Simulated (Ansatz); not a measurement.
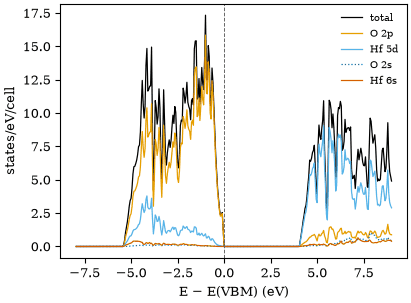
*Total and projected density of states of HfO2 in space group P2_1/c (No. 14; Hf on 4e, O on 4e, O on 4e), PBE in the plane-wave PAW code Ansatz*

### Question
Which orbitals carry the states next to the gap?

### Answer
Top 1 eV of the valence band: O 2p 93 %. Bottom 1 eV of the conduction band: Hf 5d 83 %, O 2p 12 %. Projections are on Löwdin-orthogonalised atomic valence shells; empty p or d shells of many metals are not among them.

### Question
Where is the tallest occupied peak in this window, and what makes it?

### Answer
Near -1.0 eV, about 17 states/eV per cell; the largest projected share is O 2p.

The PBE relaxation kept the symmetry of its start. The run is not spin-polarised. Scalar-relativistic: spin–orbit coupling is off unless named, which matters more the heavier the elements.

Potentials: the earlier of the program's two PAW sets.
